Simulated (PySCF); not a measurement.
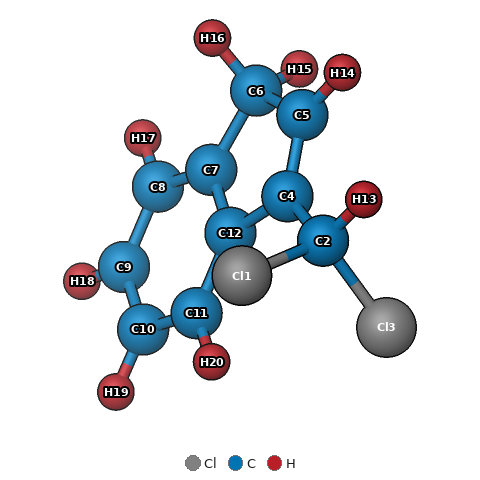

Structure of C₁₀H₈Cl₂, SMILES ClC(Cl)C1=CCc2ccccc21.

GIAO shifts, PBE0/pcSseg-2 with PySCF 2.14.0, at a PBE0-D3(BJ)/def2-SVP geometry (no frequency check), against TMS for ¹H and HCl for ³⁵Cl computed at the same level (Cl: the usual scale starts at aqueous chloride instead). Gas phase, fully decoupled, line heights follow the number of nuclei, widths are arbitrary (no quadrupolar broadening); values of one conformer, averaged over methyl-type rotors and exact or near symmetry; other conformers aren't averaged in.

Predict the ¹H spectrum.

Answer. 7 signals.


```
δ (ppm)  nuclei     atoms
   8.36       1       H20
   7.69       1       H17
   7.64       1       H19
   7.53       1       H18
   6.91       1       H13
   6.55       1       H14
   3.49       2  H15, H16
```

The order of signals that lie close, as those under 0.08 ppm apart, is within the error of the method.

Predict the ³⁵Cl spectrum.

Answer. 1 signal.


| δ (ppm) | nuclei | atoms |
| --- | --- | --- |
| 289.2 | 2 | Cl1, Cl3 |

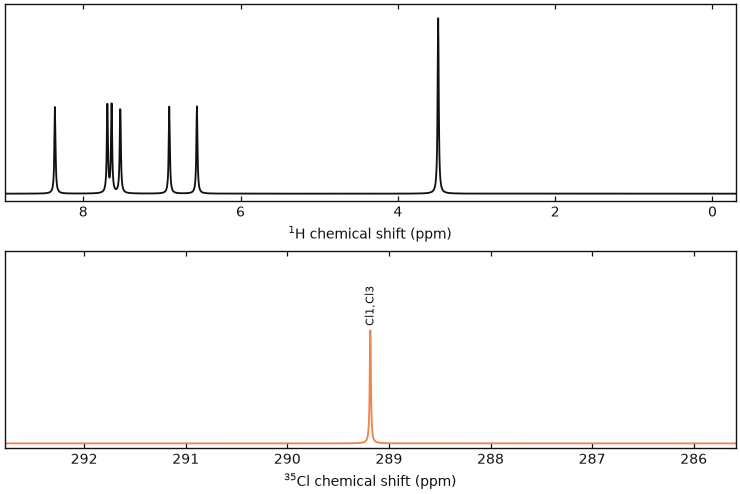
